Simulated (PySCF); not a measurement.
# Si₃H₆: magnetic properties

What do calculations give for the magnetic properties of Si₃H₆?

Computed with PySCF 2.14.0 and routines of our own; the level stands in each step. Atoms count from 0.

### 1 The starting structure

9 atoms, charge 0, multiplicity 1; geometry from: GFN2-xTB.

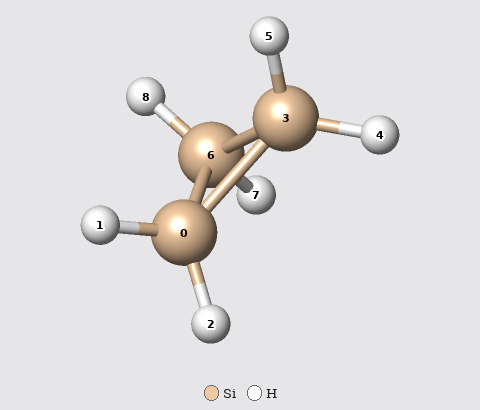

The starting geometry (silicon light orange, hydrogen white).

### 2 Magnetic properties: GIAO PBE0/def2-SVP

Job settings and geometry (Å):

```
{"job": {"kind": "mag", "xc": "PBE0", "basis": "def2-SVP"}, "charge": 0, "multiplicity": 1}
Si    -1.134740     0.093590     0.729030
H     -2.144300    -0.949710     0.933370
H     -1.610690     1.252820     1.488970
Si    -0.009500     0.334880    -1.310440
H      0.251600     1.656030    -1.889910
H     -0.284950    -0.545230    -2.450430
Si     1.143480    -0.425770     0.580200
H      2.167140     0.391340     1.238270
H      1.621950    -1.807950     0.680950
```

Method: GIAO PBE0/def2-SVP magnetisability, rotational g tensor and spin-rotation constants, non-relativistic, gas phase.

Run with:

```
OMP_NUM_THREADS=1 python excited_run.py task.json out
```

One launch serves the whole session: the jobs run in the order shown.

Output:

```text
coarse grid: 8592 points
cycle   1  E = -871.2790643576  dE = -4.551e-02  |g| = 8.885e-02  |ddm| = 2.775e+00
cycle   2  E = -871.2814558328  dE = -2.391e-03  |g| = 2.286e-02  |ddm| = 1.816e-01
cycle   3  E = -871.2815638961  dE = -1.081e-04  |g| = 1.619e-02  |ddm| = 5.936e-02
cycle   4  E = -871.2816708271  dE = -1.069e-04  |g| = 1.079e-03  |ddm| = 2.285e-02
cycle   5  E = -871.2816713781  dE = -5.510e-07  |g| = 9.217e-05  |ddm| = 2.213e-03
final grid: 68016 points
cycle   6  E = -871.3877315051  dE = -3.480e-06  |g| = 5.879e-04  |ddm| = 9.682e-03
cycle   7  E = -871.3877315295  dE = -2.439e-08  |g| = 5.339e-04  |ddm| = 1.847e-03
cycle   8  E = -871.3877316475  dE = -1.180e-07  |g| = 4.622e-05  |ddm| = 8.420e-04
cycle   9  E = -871.3877316485  dE = -9.718e-10  |g| = 8.387e-06  |ddm| = 1.033e-04
converged SCF energy = -871.3877316485

Magnetisability tensor (1e-30 J/T^2)
    -1040.31      -55.54      -14.17
      -55.54    -1252.63      -57.82
      -14.17      -57.82    -1041.61
isotropic -1111.52   principal values   -1281.08  -1026.82  -1026.65
isotropic susceptibility -66.937 1e-6 cm^3/mol

Inertial axes            a          b          c
rot. const./GHz      5.0507     5.0477     2.7508
chi total           -61.832    -61.832    -77.148
chi diamagnetic    -338.984   -338.984   -531.119
chi paramagnetic    277.152    277.152    453.970
quadrupole/D A       -0.076     -0.076      0.151
g nuclear            0.6200     0.6197     0.5858
g electronic        -0.6576    -0.6572    -0.5867
g total             -0.0376    -0.0376    -0.0008

Spin-rotation constants (kHz, H = +C I.J)
atom  isotope        aa         bb         cc
  1     1H       -0.350     -0.350     -0.086
  2     1H       -0.350     -0.349     -0.087
  4     1H       -0.350     -0.350     -0.086
  5     1H       -0.349     -0.349     -0.087
  7     1H       -0.349     -0.349     -0.088
  8     1H       -0.351     -0.350     -0.086
  0   29Si*      -2.649     -1.968     -0.521
* in the singly substituted isotopologue
```

Wall time 7.4 s (1 thread of Arm Neoverse V1, shared host); peak memory 0.4 GiB.

From this job:

```csv
quantity,value
magnetisability,-1112·10⁻³⁰ J/T²
molar susceptibility,-66.9·10⁻⁶ cm³/mol
"rotational g (a, b, c)","-0.0376, -0.0376, -0.0008"
```

Orbitals, density, ELF and potential are computed afterwards from the orbital file.

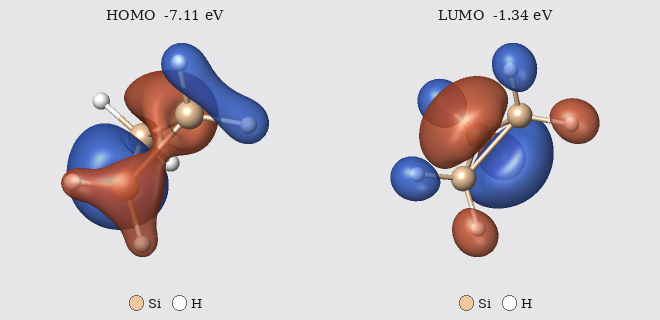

PBE0/def2-SVP orbitals near the gap, drawn at the value that encloses 70 % of each; the two colours are the two signs.

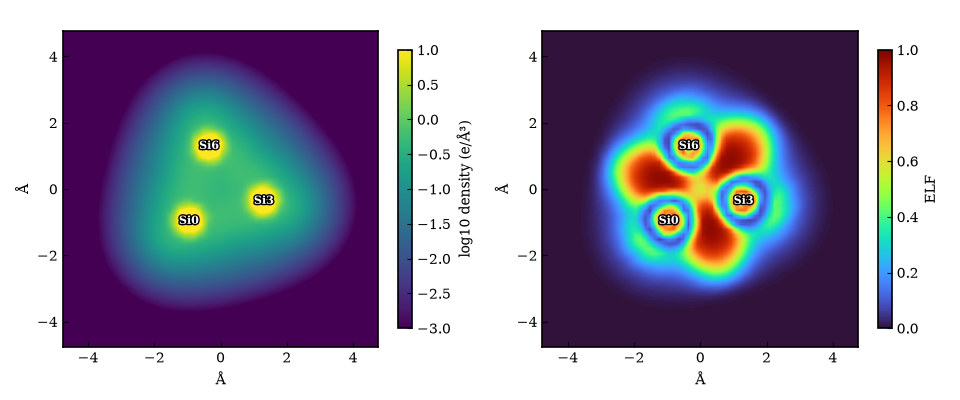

Density (left) and ELF (right) in a plane through or near 3 of the atoms.

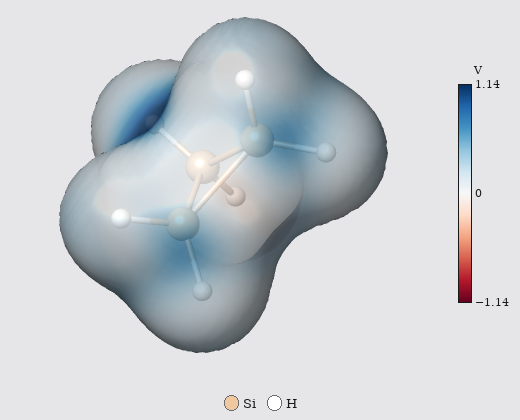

The potential that a unit positive charge feels on the 0.002 e/bohr³ surface, from the 1st to the 99th percentile, from -0.10 V near Si3 to 1.14 V near Si6.

### 3 Magnetic properties: GIAO LC-wPBE/def2-SVP

The job, as its differences from that of step 2:

```diff
@@ -1,2 +1,2 @@
-{"job": {"kind": "mag", "xc": "PBE0", "basis": "def2-SVP"}, "charge": 0, "multiplicity": 1}
+{"job": {"kind": "mag", "xc": "LC-wPBE", "basis": "def2-SVP"}, "charge": 0, "multiplicity": 1}
 Si    -1.134740     0.093590     0.729030
```

Level: GIAO LC-wPBE/def2-SVP magnetisability, rotational g tensor and spin-rotation constants, non-relativistic, gas phase.

Output:

```text
coarse grid: 8592 points
cycle   1  E = -871.3086139993  dE = -6.228e-02  |g| = 1.865e-01  |ddm| = 2.755e+00
cycle   2  E = -871.3261335374  dE = -1.752e-02  |g| = 6.102e-02  |ddm| = 3.312e-01
cycle   3  E = -871.3279429147  dE = -1.809e-03  |g| = 2.291e-02  |ddm| = 1.440e-01
cycle   4  E = -871.3281984603  dE = -2.555e-04  |g| = 2.119e-03  |ddm| = 4.529e-02
cycle   5  E = -871.3282027204  dE = -4.260e-06  |g| = 5.145e-04  |ddm| = 7.282e-03
final grid: 68016 points
cycle   6  E = -871.4721930410  dE = -1.237e-05  |g| = 1.298e-03  |ddm| = 1.994e-02
cycle   7  E = -871.4721938286  dE = -7.875e-07  |g| = 4.583e-04  |ddm| = 3.263e-03
cycle   8  E = -871.4721939470  dE = -1.184e-07  |g| = 1.667e-04  |ddm| = 1.240e-03
cycle   9  E = -871.4721939742  dE = -2.724e-08  |g| = 3.723e-05  |ddm| = 7.189e-04
cycle  10  E = -871.4721939761  dE = -1.876e-09  |g| = 9.097e-06  |ddm| = 2.203e-04
cycle  11  E = -871.4721939762  dE = -1.087e-10  |g| = 1.558e-06  |ddm| = 6.164e-05
converged SCF energy = -871.4721939762

Magnetisability tensor (1e-30 J/T^2)
    -1041.07      -57.96      -14.78
      -57.96    -1262.75      -60.32
      -14.78      -60.32    -1042.40
isotropic -1115.41   principal values   -1292.41  -1026.98  -1026.82
isotropic susceptibility -67.171 1e-6 cm^3/mol

Inertial axes            a          b          c
rot. const./GHz      5.0507     5.0477     2.7508
chi total           -61.842    -61.842    -77.831
chi diamagnetic    -338.982   -338.982   -531.019
chi paramagnetic    277.140    277.140    453.188
quadrupole/D A       -0.020     -0.020      0.041
g nuclear            0.6200     0.6197     0.5858
g electronic        -0.6576    -0.6572    -0.5857
g total             -0.0376    -0.0375     0.0002

Spin-rotation constants (kHz, H = +C I.J)
atom  isotope        aa         bb         cc
  1     1H       -0.353     -0.353     -0.088
  2     1H       -0.352     -0.352     -0.089
  4     1H       -0.353     -0.353     -0.088
  5     1H       -0.352     -0.352     -0.089
  7     1H       -0.352     -0.352     -0.090
  8     1H       -0.353     -0.353     -0.088
  0   29Si*      -2.647     -1.951     -0.498
* in the singly substituted isotopologue
```

Run time: 7.8 s. Hardware: 1 thread of Arm Neoverse V1, shared host; peak memory 0.4 GiB.

In short:

```csv
quantity,value
magnetisability,-1115·10⁻³⁰ J/T²
molar susceptibility,-67.2·10⁻⁶ cm³/mol
"rotational g (a, b, c)","-0.0376, -0.0375, 0.0002"
```

### 4 The levels compared

```csv
level,ξ (10⁻³⁰ J/T²),g(a),g(b),gap (eV),functions,time
GIAO PBE0/def2-SVP,-1112,-0.0376,-0.0376,5.77,84,7.4 s
GIAO LC-wPBE/def2-SVP,-1115,-0.0376,-0.0375,10.39,84,7.8 s
```

### 5 Summary of results

| quantity | value |
| --- | --- |
| magnetisability (step 2, GIAO PBE0/def2-SVP) | -1112·10⁻³⁰ J/T² |
| molar susceptibility (step 2, GIAO PBE0/def2-SVP) | -66.9·10⁻⁶ cm³/mol |
| rotational g (a, b, c) (step 2, GIAO PBE0/def2-SVP) | -0.0376, -0.0376, -0.0008 |
| surface potential, 1st and 99th percentile | -0.10 V and 1.14 V |
| magnetisability over the levels | -1115 to -1112·10⁻³⁰ J/T² |

What this shows: The magnetisability spreads by 0.3 % over 2 levels of like cost. Two levels can agree by chance, so this spread shows no convergence. Vibrational averaging and real surroundings are missing from these values.
